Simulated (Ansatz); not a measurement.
```
Zr Ti O
1.0
     3.85816    0.00000    0.00000
     0.00000    3.85816    0.00000
     0.00000    0.00000    9.97918
Zr Ti O
1 3 8
Direct
  0.50000 0.50000 0.50000
  0.00000 0.00000 0.00000
  0.00000 0.50000 0.23654
  0.50000 0.00000 0.76346
  0.00000 0.50000 0.43810
  0.50000 0.00000 0.96109
  0.00000 0.00000 0.19861
  0.50000 0.50000 0.72152
  0.00000 0.50000 0.03891
  0.50000 0.00000 0.56190
  0.00000 0.00000 0.80139
  0.50000 0.50000 0.27848
```

Space group P-4m2; a structure generated by program, which may or may not match a known phase; computed without spin polarisation.

The calculation used DFT PBE, scalar-relativistic, plane waves, PAW in Ansatz 0.2.0.

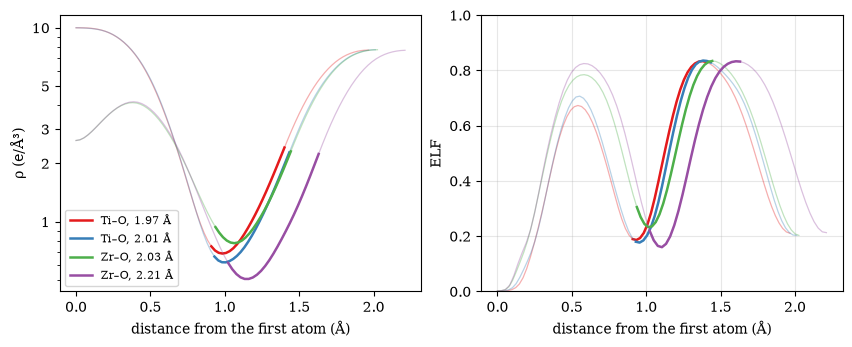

ZrTi$_{3}$O$_{8}$. Valence charge density (pseudo) and ELF along straight lines between neighbouring atoms. Thin, pale parts lie inside the atomic spheres.

Core electrons are frozen (PAW), and the valence fields are smoothed inside the atomic spheres.

What can be read from the curves?

Answer. Ti–O (1.97 Å): the density is about 0.69 e/Å³ at the midpoint; the ELF peaks at about 0.85 in the valence shell of O, 0.6 Å from its nucleus, and is about 0.20 at the midpoint: no localised pair shows between them.
Ti–O (2.01 Å): ρ at the midpoint is about 0.62 e/Å³; the ELF peaks at about 0.85 in the valence shell of O, 0.6 Å from its nucleus, and is about 0.20 at the midpoint: no localised pair shows between them.
Zr–O (2.03 Å): the density is about 0.8 e/Å³ at the midpoint; the ELF peaks at about 0.85 in the valence shell of O, 0.6 Å from its nucleus, and drops to about 0.25 between the two atoms; no localised pair shows between them.
Zr–O (2.21 Å): ρ at the midpoint is about 0.52 e/Å³; the ELF peaks at about 0.85 in the valence shell of O, 0.6 Å from its nucleus, and drops to about 0.15 between the two atoms: no shared electron pair shows on this line.
